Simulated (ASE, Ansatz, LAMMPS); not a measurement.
# A vacancy of Ge at several sites of germanene, 1 layer, Si on Ge sites (288 atoms)

Aim: make a vacancy of Ge at several sites of germanene, 1 layer, Si on Ge sites (288 atoms), relax each, and compare their energies.

Calculated with Ansatz 0.2.0; Kohn-Sham DFT, PBE, PAW (set soft_2), plane waves.

### 1. The structure

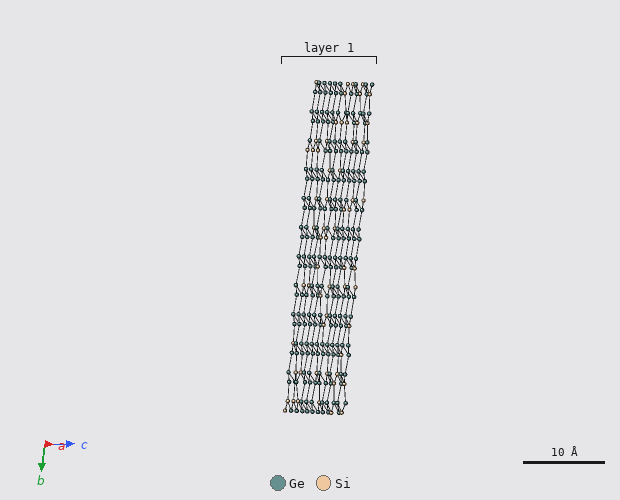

Start, viewed from the side, with the c axis across the page; germanium teal, silicon light orange.

The cell holds 288 atoms: 228 Ge and 60 Si. Its edges and angles: a = 50.294 Å, b = 50.294 Å, c = 16.680 Å, α = 90.0°, β = 90.0°, γ = 120.0°. It derives from Ge (germanene) and Si. 1 layer of germanene (a = 4.03 Å), 12 x 12 cells, biaxial strain +4 %; 16 Å of vacuum; 60 of 288 Ge replaced by Si at random; minimised with a classical potential. Vacuum lies along c.

What the set-up can't give: The Brillouin zone is sampled at Γ only, in a cell whose shortest periodic width is 44 Å.

### 2. Single point at the start

The forces at the start show how far the geometry lies from a minimum of this functional.

input.yaml

```yaml
crystal:
  lattice:
    - [50.2944, 0.0, 0.0]
    - [-25.1472, 43.55623, 0.0]
    - [0.0, 0.0, 16.68]
  atoms:
    - { symbol: Ge, position: [0.02751, 0.05483, 0.51334] }
    - { symbol: Si, position: [0.05486, 0.02667, 0.50319] }
    - { symbol: Ge, position: [0.02742, 0.13833, 0.51609] }
    - { symbol: Ge, position: [0.05539, 0.11098, 0.48762] }
    - { symbol: Si, position: [0.02775, 0.22166, 0.49474] }
    - { symbol: Ge, position: [0.05588, 0.19436, 0.49265] }
    - { symbol: Ge, position: [0.02735, 0.30476, 0.51252] }
    - { symbol: Ge, position: [0.05517, 0.27688, 0.4832] }
    - { symbol: Ge, position: [0.02739, 0.3885, 0.51302] }
    - { symbol: Ge, position: [0.05522, 0.36049, 0.48598] }
    - { symbol: Ge, position: [0.02756, 0.47221, 0.5145] }
    - { symbol: Ge, position: [0.05529, 0.44435, 0.48608] }
    - { symbol: Ge, position: [0.0275, 0.5558, 0.51508] }
    - { symbol: Ge, position: [0.0554, 0.52801, 0.48766] }
    - { symbol: Ge, position: [0.02717, 0.63883, 0.51175] }
    - { symbol: Ge, position: [0.05518, 0.61095, 0.48585] }
    - { symbol: Ge, position: [0.02774, 0.723, 0.51454] }
    - { symbol: Ge, position: [0.05532, 0.69499, 0.48612] }
    - { symbol: Ge, position: [0.02784, 0.80586, 0.51463] }
    - { symbol: Si, position: [0.05558, 0.77843, 0.50574] }
    - { symbol: Ge, position: [0.02764, 0.88969, 0.5133] }
    - { symbol: Ge, position: [0.05603, 0.86182, 0.48855] }
    - { symbol: Si, position: [0.02809, 0.97243, 0.50178] }
    - { symbol: Si, position: [0.05494, 0.945, 0.50346] }
    - { symbol: Ge, position: [0.11033, 0.05515, 0.51182] }
    - { symbol: Ge, position: [0.13834, 0.02758, 0.48359] }
    - { symbol: Ge, position: [0.11107, 0.13939, 0.51436] }
    - { symbol: Ge, position: [0.13845, 0.11132, 0.48646] }
    - { symbol: Si, position: [0.11166, 0.22181, 0.49557] }
    - { symbol: Si, position: [0.13908, 0.19502, 0.50037] }
    - { symbol: Ge, position: [0.11083, 0.3045, 0.51124] }
    - { symbol: Ge, position: [0.13886, 0.2771, 0.48229] }
    [... 250 atom lines left out ...]
    - { symbol: Ge, position: [0.94405, 0.80591, 0.51098] }
    - { symbol: Ge, position: [0.97206, 0.77782, 0.4868] }
    - { symbol: Si, position: [0.94444, 0.88898, 0.49643] }
    - { symbol: Ge, position: [0.97213, 0.86168, 0.48273] }
    - { symbol: Si, position: [0.94391, 0.97168, 0.49661] }
    - { symbol: Ge, position: [0.97218, 0.94442, 0.50631] }
kpoints:
  mp_grid: { grid: [1, 1, 1] }
hamiltonian:
  xc: pbe
scf:
  occupations: { method: gaussian, width: 0.025 }
output:
  forces: true
```

Started as:

```
$ ansatz run input.yaml --threads 32 --pin off --max-ram 143360MiB --backend cuda --events-out ev --progress --plain --runs-dir out
```

Numbers of over 12 decimals in the logs are rounded to 6 here.

Log:

```text
[...]
Pseudopotentials: kind: paw
Pseudopotential: Ge, paw, valence charge 14, recommended cutoff 420 eV (normal), Ge.paw.azcp
Pseudopotential: Si, paw, valence charge 4, recommended cutoff 420 eV (normal), Si.paw.azcp
[... 5 lines on functional and potentials left out ...]
device memory: the entry about to start is reckoned to put 144.1 GiB on a device that reports 182.5 GiB free
GPU FFT provider: cuFFT
GPU libraries: cuBLAS 13.8.1, cuFFT 12.4.0, cuSOLVER 12.3.2
GPU matrix products: emulated (plane waves: as basis.precision tells), large ones in fixed point in workspaces of 1.00 GiB
Crystal: 288 atoms, lattice volume = 36539.783 Å³
Basis set: ecut = 420 eV, 714247 PW (Γ), exchange–correlation on 720×720×240 points (8 copies of the dense FFT grid, shifted against one another)
Bands: 2004, of which v1, the nominal top of the filled ones, is band 1716 counted from 1 (1715 counted from 0)
Symmetry: 1 space group operations
Space group: P1 (ITA 1), of the structure as read, at distance tolerance 3.3e-4 Å
k-points: 1
[... 5 lines on functional and potentials left out ...]
Initial density: superposition of atomic densities (neutral atoms: chi_scale 0, normalization atom), corrected by the library's trained network
Initial wavefunctions: pseudopotential atomic-orbital guess
GPU buffer pool allocated for 15552000 grid points (all kernels)
GPU transforms: local potential and band sums: pruned to the plane-wave sphere, on 360×360×120
GPU projectors: on the FFT box's points about the atoms, with room for 3084708 of them (16 bands a pass); a geometry past the room, sums that fail their trial, or a want of GPU memory keeps the tables, and a block in half precision can take them where they are the faster
[...]
SCF iter   1: F=—  HF=-1017226.266072 eV  |F-HF|=—  |Δ(HF+E_count)|=         —  Δρ=1.22e-3  dr2=1.55e0  ethr=1.77e-3  ⟨swp⟩=6.0  Hψ=7270  notcnv=0  defer=12
preconditioner: auto → LDOS  [metal: Δε(μ)=0.015 eV  Ē_g=6.720 eV  σ=0.025 eV  W_gap=0.32  n_scr=3830 (ndim 8)  ℏωp=6.6 eV  f_vac=0.730  D(μ)=85.05/eV (n_scr^D=182)  β→1.0]
[...]
SCF iter  10: F=—  HF=-1017226.282637 eV  |F-HF|=—  |Δ(HF+E_count)|=   6.12e-7  Δρ=2.33e-7  dr2=1.01e-7  ethr=1.91e-11  ⟨swp⟩=2.0  Hψ=2167  notcnv=0  defer=278
SCF iter  11: F=-1017226.282637 eV  HF=-1017226.282637 eV  |F-HF|=1.56e-8  |Δ(HF+E_count)|=   1.13e-7  Δρ=8.26e-8  dr2=1.71e-8  ethr=2.91e-12  ⟨swp⟩=3.0  Hψ=4298  notcnv=0
SCF 1 converged in 11 iterations: F = -1017226.282637 eV  dr2 = 1.71e-8
[...]
SCF converged after 11 iterations
Free energy (F): -1017226.282637 eV
Harris-Foulkes:  -1017226.282637 eV  (|F-HF|=1.56e-8)
Internal energy: -1017226.255247 eV  (E = F + TS)
E sigma→0 (E₀):  -1017226.268942 eV
Entropy (-TS):   -0.027390 eV (-0.095 meV/atom)
Fermi energy:    -2.351821 eV
--- Per-component energies (eV) ---
[...]
Σ components = -1017226.282637   (vs F -1017226.282637, Δ=0.00e0)
--- Forces (eV/Å), atoms counted from 1 ---
[... 288 lines of forces left out ...]
  max |Σ_I F_I| component: 1.28e-5 eV/Å
```

It took 18 s on 1 × NVIDIA GB200 with 32 threads of Arm Neoverse V2, shared host; peak memory 7.1 GiB; 51 s of CPU time.

That memory is the host's; the program planned 144 GiB on the GPU.

The r.m.s. force at the start is 0.23 eV/Å.

### 3. Relaxation

The atoms are relaxed in the fixed cell, aiming at the force tolerance of the input.

input.yaml

```yaml
crystal:
  lattice:
    - [50.2944, 0.0, 0.0]
    - [-25.1472, 43.55623, 0.0]
    - [0.0, 0.0, 16.68]
  atoms:
    [... the 288 atom lines of step 2 ...]
kpoints:
  mp_grid: { grid: [1, 1, 1] }
hamiltonian:
  xc: pbe
scf:
  occupations: { method: gaussian, width: 0.025 }
output:
  forces: true
relax:
  f_tol: 0.05
  max_steps: 120
```

Log:

```text
[...]
Crystal: 288 atoms, lattice volume = 36539.783 Å³
Basis set: ecut = 420 eV, 714247 PW (Γ), exchange–correlation on 720×720×240 points (8 copies of the dense FFT grid, shifted against one another)
Bands: 2060, of which v1, the nominal top of the filled ones, is band 1716 counted from 1 (1715 counted from 0)
Symmetry: 1 space group operations
[...]
k-points: 1
[...]
SCF iter   1: F=—  HF=-1017226.266280 eV  |F-HF|=—  |Δ(HF+E_count)|=         —  Δρ=1.22e-3  dr2=1.55e0  ethr=1.77e-3  ⟨swp⟩=6.0  Hψ=7616  notcnv=0  defer=26
[...]
SCF iter   2: F=—  HF=-1017226.338828 eV  |F-HF|=—  |Δ(HF+E_count)|=   7.25e-2  Δρ=5.76e-4  dr2=2.88e-1  ethr=4.53e-5  ⟨swp⟩=3.0  Hψ=2963  notcnv=0  defer=334
[...]
SCF iter   7: F=-1017226.282604 eV  HF=-1017226.282633 eV  |F-HF|=2.84e-5  |Δ(HF+E_count)|=   1.03e-6  Δρ=4.32e-6  dr2=4.17e-5  ethr=1.82e-9  ⟨swp⟩=2.0  Hψ=4514  notcnv=0
SCF 1 converged in 7 iterations: F = -1017226.282604 eV  dr2 = 4.17e-5
[...]
relax step   1: F+E_penalty+E_count = -1017226.28260440 eV  Δ(F+E_penalty+E_count) = +0.000e0 eV  max|allowed force component| = 5.962e-1 eV/Å  Δτ_max = 0.0000 Å  (7 SCF iters, dr2 threshold 6.25e-5 eV, accepted)
[...]
relax step   2: F+E_penalty+E_count = -1017233.29560790 eV  Δ(F+E_penalty+E_count) = -7.013e0 eV  max|allowed force component| = 4.327e-1 eV/Å  Δτ_max = 0.1933 Å  (8 SCF iters, dr2 threshold 2.22e-5 eV, accepted)
[...]
relax step   3: F+E_penalty+E_count = -1017236.13778729 eV  Δ(F+E_penalty+E_count) = -2.842e0 eV  max|allowed force component| = 3.183e-1 eV/Å  Δτ_max = 0.1952 Å  (8 SCF iters, dr2 threshold 1.17e-5 eV, accepted)
[...]
relax step   4: F+E_penalty+E_count = -1017236.61192859 eV  Δ(F+E_penalty+E_count) = -4.741e-1 eV  max|allowed force component| = 1.615e-1 eV/Å  Δτ_max = 0.2000 Å  (6 SCF iters, dr2 threshold 5.34e-5 eV, accepted)
[...]
relax step   5: F+E_penalty+E_count = -1017236.79716408 eV  Δ(F+E_penalty+E_count) = -1.852e-1 eV  max|allowed force component| = 5.858e-2 eV/Å  Δτ_max = 0.0748 Å  (7 SCF iters, dr2 threshold 6.72e-6 eV, accepted)
[...]
relax step   6: F+E_penalty+E_count = -1017236.81189835 eV  Δ(F+E_penalty+E_count) = -1.473e-2 eV  max|allowed force component| = 1.068e-2 eV/Å  Δτ_max = 0.0287 Å  (9 SCF iters, accepted)
SCF converged after 9 iterations
Free energy (F): -1017236.811898 eV
[...]
Internal energy: -1017236.767808 eV  (E = F + TS)
E sigma→0 (E₀):  -1017236.789853 eV
Entropy (-TS):   -0.044090 eV (-0.153 meV/atom)
Fermi energy:    -2.307215 eV
[...]
Σ components = -1017236.811898   (vs F -1017236.811898, Δ=0.00e0)
--- Forces (eV/Å), atoms counted from 1 ---
[... 288 lines of forces left out ...]
  max |Σ_I F_I| component: 1.18e-5 eV/Å
--- Relaxed structure (6 steps of the walk, 6 accepted, 0 SCFs on fresh bases) ---
  F+E_penalty+E_count = -1017236.81189835 eV   max|allowed force component| = 1.068e-2 eV/Å
  atoms:
[... 288 atom lines left out ...]
```

It took 86 s on 1 × NVIDIA GB200 with 32 threads; peak memory 7.9 GiB; 3.8 min of CPU time.

The relaxation converged after 6 steps, 10.5 eV below its start, with a largest force component of 0.011 eV/Å.

### 4. Single point at the relaxed geometry

The electronic structure is read at the final geometry, in a run of its own.

input.yaml

```yaml
crystal:
  lattice:
    - [50.2944, 0.0, 0.0]
    - [-25.1472, 43.55623, 0.0]
    - [0.0, 0.0, 16.68]
  atoms:
    - { symbol: Ge, position: [0.02737, 0.05418, 0.51793] }
    - { symbol: Si, position: [0.05397, 0.02594, 0.48628] }
    - { symbol: Ge, position: [0.0272, 0.13798, 0.51914] }
    - { symbol: Ge, position: [0.05526, 0.11045, 0.47988] }
    - { symbol: Si, position: [0.0277, 0.2205, 0.51474] }
    - { symbol: Ge, position: [0.05622, 0.19414, 0.48299] }
    [... 276 atom lines left out ...]
    - { symbol: Ge, position: [0.94445, 0.8067, 0.51916] }
    - { symbol: Ge, position: [0.97142, 0.7773, 0.48162] }
    - { symbol: Si, position: [0.94436, 0.88998, 0.51468] }
    - { symbol: Ge, position: [0.9718, 0.86282, 0.48162] }
    - { symbol: Si, position: [0.94461, 0.97233, 0.5146] }
    - { symbol: Ge, position: [0.97247, 0.94503, 0.48513] }
kpoints:
  mp_grid: { grid: [1, 1, 1] }
hamiltonian:
  xc: pbe
scf:
  occupations: { method: gaussian, width: 0.025 }
output:
  forces: true
  populations: true
  dos:
    method: { smearing: { sigma: 0.15 } }
    de: 0.1
    projected: { site_lists: { Ge: [Ge], Si: [Si] } }
  eigenvalues: true
  write_density: true
  write_potential: true
  volumetric_format: npy
  elf: true
```

Log:

```text
[...]
GPU FFT provider: cuFFT
GPU libraries: cuBLAS 13.8.1, cuFFT 12.4.0, cuSOLVER 12.3.2
[...]
Crystal: 288 atoms, lattice volume = 36539.783 Å³
Basis set: ecut = 420 eV, 714247 PW (Γ), exchange–correlation on 720×720×240 points (8 copies of the dense FFT grid, shifted against one another)
Bands: 2060, of which v1, the nominal top of the filled ones, is band 1716 counted from 1 (1715 counted from 0)
Symmetry: 1 space group operations
[...]
k-points: 1
[...]
GPU buffer pool allocated for 15552000 grid points (all kernels)
[...]
SCF iter   1: F=—  HF=-1017236.810535 eV  |F-HF|=—  |Δ(HF+E_count)|=         —  Δρ=9.76e-4  dr2=7.59e-1  ethr=1.77e-3  ⟨swp⟩=6.0  Hψ=7529  notcnv=0  defer=63
[...]
SCF iter  11: F=-1017236.811856 eV  HF=-1017236.811856 eV  |F-HF|=1.97e-8  |Δ(HF+E_count)|=   1.76e-7  Δρ=1.57e-7  dr2=7.75e-8  ethr=2.91e-12  ⟨swp⟩=23.0  Hψ=17408  notcnv=0
SCF 1 converged in 11 iterations: F = -1017236.811856 eV  dr2 = 7.75e-8
[...]
SCF converged after 11 iterations
Free energy (F): -1017236.811856 eV
[...]
Internal energy: -1017236.767767 eV  (E = F + TS)
E sigma→0 (E₀):  -1017236.789812 eV
Entropy (-TS):   -0.044089 eV (-0.153 meV/atom)
Fermi energy:    -2.307219 eV
[...]
--- Forces (eV/Å), atoms counted from 1 ---
[... 288 lines of forces left out ...]
  max |Σ_I F_I| component: 6.41e-6 eV/Å
--- Band table (eV) ---
[... left out ...]
--- Löwdin populations: 288 sites ---
  site symbol       q [e]
[... 288 lines, one an atom, left out ...]
  spilling = 0.002738 (of n_electrons = 3432.000000)
```

Wall time 42 s (1 × NVIDIA GB200 with 32 threads); peak memory 15 GiB; 2.7 min of CPU time.

That memory is the host's; the program planned 147 GiB on the GPU.

The run gave:

- free energy: -1017236.8119 eV
- free energy per atom: -3532.0723 eV/atom
- SCF cycles: 11
- r.m.s. force component: 0.00283 eV/Å
- longest force: 0.01435 eV/Å
- Fermi energy: -2.307 eV
- levels partly filled by over 2 per cent: 4
- potential in mid-vacuum, over the Fermi level: 4.519 eV
- potential 4.5 Å over the upper face: 4.517 eV
- potential 4.5 Å under the lower face: 4.52 eV
- spilling of the projection: 0.002738

### 5. Vacancy of Ge, site Ge288

The site has 3 bonded neighbours (Si3) at 2.45 Å on average, by cutoffs that count no bonds between two metal atoms or like ions, in the layer 1. The change is made in the relaxed cell and the atoms are relaxed again.

input.yaml, the sections that differ from step 4:

```yaml
crystal:
  lattice:
    - [50.2944, 0.0, 0.0]
    - [-25.1472, 43.55623, 0.0]
    - [0.0, 0.0, 16.68]
  atoms:
    [... atom lines 1 to 284 left out ...]
    - { symbol: Si, position: [0.94436, 0.88998, 0.51468] }
    - { symbol: Ge, position: [0.9718, 0.86282, 0.48162] }
    - { symbol: Si, position: [0.94461, 0.97233, 0.5146] }
output:
  forces: true
  eigenvalues: true
relax:
  f_tol: 0.05
  max_steps: 90
# kpoints, hamiltonian, scf: as in step 4
```

Log:

```text
[...]
Crystal: 287 atoms, lattice volume = 36539.783 Å³
Basis set: ecut = 420 eV, 714247 PW (Γ), exchange–correlation on 720×720×240 points (8 copies of the dense FFT grid, shifted against one another)
Bands: 2051, of which v1, the nominal top of the filled ones, is band 1709 counted from 1 (1708 counted from 0)
Symmetry: 1 space group operations
[...]
k-points: 1
[...]
SCF iter   1: F=—  HF=-1012939.005129 eV  |F-HF|=—  |Δ(HF+E_count)|=         —  Δρ=1.17e-3  dr2=3.13e0  ethr=1.77e-3  ⟨swp⟩=6.0  Hψ=7477  notcnv=0  defer=61
[...]
SCF iter   3: F=—  HF=-1012938.931789 eV  |F-HF|=—  |Δ(HF+E_count)|=    6.58e0  Δρ=7.82e-4  dr2=1.95e0  ethr=9.16e-5  ⟨swp⟩=4.0  Hψ=4623  notcnv=0  defer=299
[...]
SCF iter  11: F=-1012938.888277 eV  HF=-1012938.888277 eV  |F-HF|=3.72e-7  |Δ(HF+E_count)|=   6.22e-6  Δρ=3.56e-6  dr2=1.28e-5  ethr=1.83e-9  ⟨swp⟩=21.0  Hψ=10607  notcnv=0
SCF 1 converged in 11 iterations: F = -1012938.888277 eV  dr2 = 1.28e-5
[...]
relax step   1: F+E_penalty+E_count = -1012938.88827716 eV  Δ(F+E_penalty+E_count) = +0.000e0 eV  max|allowed force component| = 5.228e-1 eV/Å  Δτ_max = 0.0000 Å  (11 SCF iters, dr2 threshold 6.25e-5 eV, accepted)
[...]
relax step   2: F+E_penalty+E_count = -1012939.13360157 eV  Δ(F+E_penalty+E_count) = -2.453e-1 eV  max|allowed force component| = 1.502e-1 eV/Å  Δτ_max = 0.1197 Å  (11 SCF iters, dr2 threshold 1.71e-5 eV, accepted)
[...]
relax step   3: F+E_penalty+E_count = -1012939.17806345 eV  Δ(F+E_penalty+E_count) = -4.446e-2 eV  max|allowed force component| = 1.130e-1 eV/Å  Δτ_max = 0.0669 Å  (9 SCF iters, accepted)
[...]
relax step   4: F+E_penalty+E_count = -1012939.19471164 eV  Δ(F+E_penalty+E_count) = -1.665e-2 eV  max|allowed force component| = 6.312e-2 eV/Å  Δτ_max = 0.0699 Å  (9 SCF iters, accepted)
[...]
relax step   5: F+E_penalty+E_count = -1012939.15506189 eV  Δ(F+E_penalty+E_count) = +3.965e-2 eV  max|allowed force component| = 4.504e-1 eV/Å  Δτ_max = 0.2000 Å  (10 SCF iters, rejected (line search))
[...]
relax step   6: F+E_penalty+E_count = -1012939.20390132 eV  Δ(F+E_penalty+E_count) = -9.190e-3 eV  max|allowed force component| = 2.929e-2 eV/Å  Δτ_max = 0.0970 Å  (16 SCF iters, accepted)
[...]
relax step   7: F+E_penalty+E_count = -1012939.20597694 eV  Δ(F+E_penalty+E_count) = -2.076e-3 eV  max|allowed force component| = 2.698e-2 eV/Å  Δτ_max = 0.0956 Å  (16 SCF iters, accepted)
SCF converged after 16 iterations
Free energy (F): -1012939.205977 eV
[...]
Internal energy: -1012939.205964 eV  (E = F + TS)
E sigma→0 (E₀):  -1012939.205971 eV
Entropy (-TS):   -0.000012 eV (-0.000 meV/atom)
Fermi energy:    -2.413330 eV
[...]
Σ components = -1012939.205977   (vs F -1012939.205977, Δ=0.00e0)
--- Forces (eV/Å), atoms counted from 1 ---
[... 287 lines of forces left out ...]
  max |Σ_I F_I| component: 4.44e-5 eV/Å
--- Band table (eV) ---
[... left out ...]
--- Relaxed structure (7 steps of the walk, 6 accepted, 0 SCFs on fresh bases) ---
[...]
atoms:
[... 287 atom lines left out ...]
```

Wall time 3 min (1 × NVIDIA GB200 with 32 threads); peak memory 7.8 GiB.

The relaxation converged after 7 steps, 0.318 eV below its start, with a largest force component of 0.027 eV/Å.

The surroundings of the place of the removed atom, after relaxation: 11 atoms, nearest first, with positions taken from that point. Atoms keep their numbers of the cell before the removal, where the removed atom was number 288.

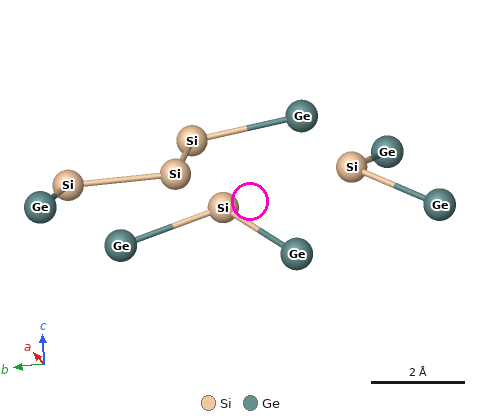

The atoms of the table, within 4.7 Å (arrows a, b, c point along x, y, z); some may hide others. A ring marks the centre wherever it is empty.

```
 atom      x      y     z  distance (Å)  bonds
 Si23   2.01   1.11  0.13          2.30      2
Si285  -0.07  -2.27  0.53          2.34      2
Si287  -2.02   1.14  0.62          2.40      2
  Si2   2.17   3.47  0.11          4.09      3
Ge286   1.93  -3.61  0.10          4.09      3
Ge266  -2.24   3.51  0.10          4.16      3
Ge264  -4.16   0.10  0.10          4.17      3
 Si24   4.17   0.14  0.11          4.17      3
Ge262  -2.01  -3.69  0.11          4.21      3
  Ge1   0.03   4.67  0.41          4.69      3
 Ge21   4.09  -2.30  0.40          4.71      3
```

The column of bonds counts only the pairs Ge-Ge within 2.93 Å, Ge-Si within 2.88 Å, Si-Si within 2.77 Å; other neighbours, such as metal atoms beside each other in a compound, aren't counted, and periodic images can show an atom twice.

The largest move is 0.34 Å, by Si23.

### 6. Vacancy of Ge, site Ge35

The site has 3 bonded neighbours (Ge3) at 2.53 Å on average, in the layer 1. 

Input and log are left out; they have the form of those shown for this kind of step.

The job ended after 4.9 min (1 × NVIDIA GB200 with 32 threads of Arm Neoverse V2, shared host; peak memory 7.9 GiB).

The relaxation converged after 12 steps, 0.344 eV below its start, with a largest force component of 0.022 eV/Å.

[end of part 1 of 2]

[Logs are printed without paths, hosts, clocks, repeated set-up lines and the standing remarks that a program may print on its own settings, such as how far it seeks lower states.]

[Hosts, paths, dates, database ids (printed as entryN), source tags and the programs' standing remarks are cut or masked in the printed files.]
